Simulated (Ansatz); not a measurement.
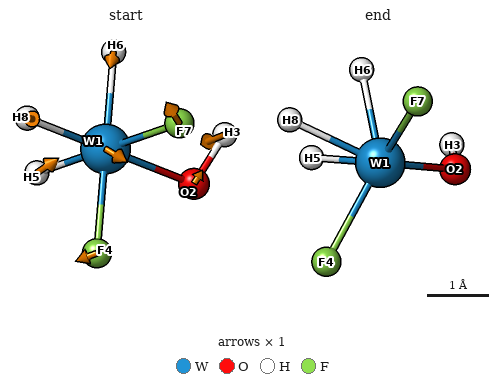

The structure of WH4OF2 before (left) and after (right) a relaxation, at one scale. The orange arrows give the displacements, at their true length.

A ball-and-stick model, seen from a free direction.

The run prepares the start of a later molecular dynamics calculation, from a guessed geometry.

The calculation used RKS PBE-D4/def2-SVP (Ansatz). (no spin polarisation; force threshold 0.02 eV/Å; at most 40 steps)

### Summarise the run.

The largest move after the best rigid fit is that of H3, 0.73 Å. Largest moves by element: H 0.73 Å, F 0.58 Å, W 0.50 Å, O 0.28 Å. Near-neighbour distances that change, for instance: W1–O2 1.940 → 1.882 Å, W1–F4 1.850 → 1.892 Å, W1–H8 1.720 → 1.684 Å, O2–H3 1.010 → 0.976 Å. Among the angles between lasting bonds that change: O2–W1–H8 180.0° → 139.1°, F4–W1–H6 180.0° → 140.4°, H5–W1–H8 90.0° → 62.4°. After 11 geometry steps the energy has fallen by 294.2 kJ/mol. The largest force component goes from 2.9 to 0.02 eV/Å.
